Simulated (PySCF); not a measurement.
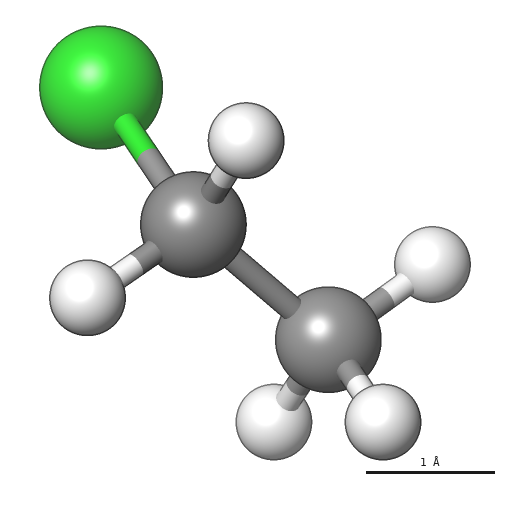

Every bond is drawn as one stick, whatever its order. Colours: carbon grey, chlorine green, hydrogen white.

**What is the molecular formula?**

C₂H₅Cl, 8 atoms: 2 carbon, 5 hydrogen and 1 chlorine.

**What is the point group of this geometry?**

Cs.

**Describe its rings.**

It has no ring.

More results for the same structure follow; atom numbers are the same in all pictures, views and colours differ. The computed structure is the end point of a PBE0-D3(BJ)/def2-SVP optimisation. No frequency run is at hand to confirm it as a minimum.

Electronic properties

No frequency run is at hand to confirm it as a minimum. Method: PBE0/pcSseg-1, gas phase (PySCF 2.14.0).

**Estimate the HOMO–LUMO gap.**

9.27 eV.

**Give the HOMO energy (Kohn–Sham orbital) at this level.**

−8.35 eV.

**What is the dipole moment?**

2.19 D.

NMR shielding

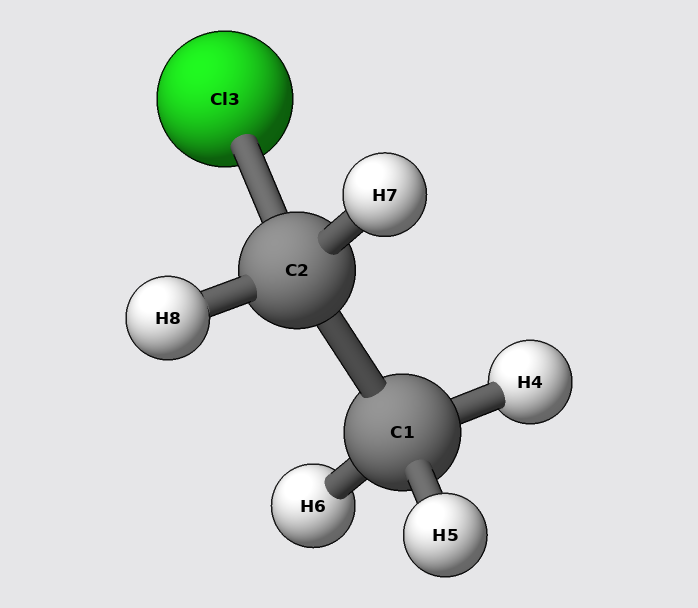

No frequency run is at hand to confirm it as a minimum. Method: GIAO PBE0/pcSseg-1 NMR shielding, non-relativistic, gas phase (PySCF 2.14.0). Principal shieldings σ11 ≤ σ22 ≤ σ33, span Ω = σ33 − σ11, skew κ = 3(σiso − σ22)/Ω.

**Which C atom has the most anisotropic shielding?**

C2, with a span of 63 ppm.

Give the shielding tensors of the C atoms.

| atom | σ11 | σ22 | σ33 | σiso | Ω | κ |
| --- | --- | --- | --- | --- | --- | --- |
| C1 | 146.0 | 160.3 | 184.5 | 163.6 | 38.5 | 0.25 |
| C2 | 109.6 | 134.7 | 172.5 | 138.9 | 62.9 | 0.20 |

Shieldings and span in ppm.

Charges

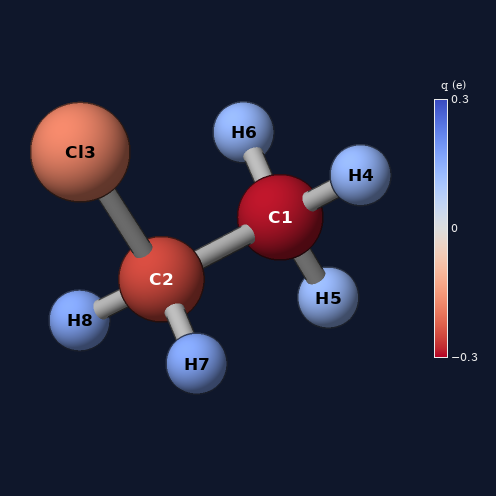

Atoms are coloured by their Mulliken charges. No frequency run is at hand to confirm it as a minimum. Method: PBE0/pcSseg-1, gas phase (PySCF 2.14.0).

Give the Mulliken charges atom by atom.

| atom | value (e) |
| --- | --- |
| C1 | −0.29 |
| C2 | −0.25 |
| Cl3 | −0.18 |
| H4 | 0.13 |
| H5 | 0.13 |
| H6 | 0.13 |
| H7 | 0.16 |
| H8 | 0.16 |

Mulliken values depend strongly on the basis set and can even reverse the polarity of a bond.
